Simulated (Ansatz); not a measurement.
BaAg2As2 (I4/mmm): Drude plasma energy along x against volume

The cell of BaAg2As2 (I4/mmm) is scaled evenly and the response computed anew at each volume, on one mesh. The atoms keep their fractional positions. x, y and z are the Cartesian axes of the input cell.

Cell: a, b, c = 6.334, 6.334, 6.334 Å (primitive vectors), 5 atoms.

Method: Ansatz 0.2.0, PBE, independent particles, k-mesh 8×8×8 with interpolation inside its cells, Gaussian parameter 0.1 eV.

Launch of the response step: `ansatz run input.yaml --threads 4 --pin off --max-ram 8192MiB --backend cpu --events-out ev --progress --plain --runs-dir out`. The series took 27.1 min in all, on 4 threads of Intel(R) Xeon(R) Processor @ 2.50GHz (Skylake/Cascade Lake), on a shared host.

| V/V₀ | V (Å³, primitive cell) | Drude plasma energy along x (eV) |
| --- | --- | --- |
| 0.94 | 108.19 | 2.772 |
| 0.96 | 110.50 | 2.682 |
| 0.98 | 112.80 | 2.593 |
| 1.00 | 115.10 | 2.510 |
| 1.02 | 117.40 | ? |
| 1.04 | 119.70 | 2.373 |
| 1.06 | 122.01 | 2.318 |

For small changes the quantity should be close to linear in ln V.

Working, on the rows shown:

| x = ln(V/V₀) | y = Drude plasma energy along x |
| --- | --- |
| -0.0618754 | 2.772 |
| -0.040822 | 2.682 |
| -0.0202027 | 2.593 |
| 0 | 2.51 |
| 0.0392207 | 2.373 |
| 0.0582689 | 2.318 |

Means: x̄ = -0.0042351, ȳ = 2.5413. Σ(x − x̄)(y − ȳ) = -0.04067, Σ(x − x̄)² = 0.01073. Slope = -0.04067 / 0.01073 = -3.791; intercept = ȳ − slope · x̄ = 2.5253. The line misses the rows shown by up to 0.015 eV, in a bent pattern, so a parabola y = c₀ + c₁x + c₂x² is fitted. The sums Σx = -0.025410484, Σx² = 0.01083668, Σx³ = -5.4996727e-05, Σx⁴ = 3.1495593e-05, Σy = 15.248, Σxy = -0.10525075 and Σx²y = 0.027661022 in the three normal equations give c₀ = 2.5121, c₁ = -3.785, c₂ = 7.293; the parabola misses the rows by at most 0.0032 eV.

Problem. Predict the last column of the withheld row from the fit.

Solution. At x = 0.019803 the parabola gives y = 2.44 eV. The run gave 2.436 eV, so the interpolation is off by 0.004 eV, 0.9 % of the range in the table.

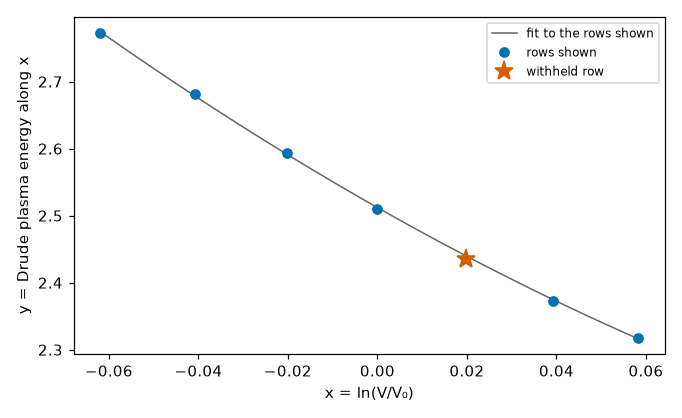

Between the rows on either side of x = 0 the slope is (2.436 − 2.593) / (0.019803 − (-0.020203)) = -3.924. So d ln ωp/d ln V = -1.56; free electrons would give −0.50. The values come from a sum over the points of one k-mesh and carry its error, which is largest for Fermi-surface quantities. Spin-orbit coupling is left out.
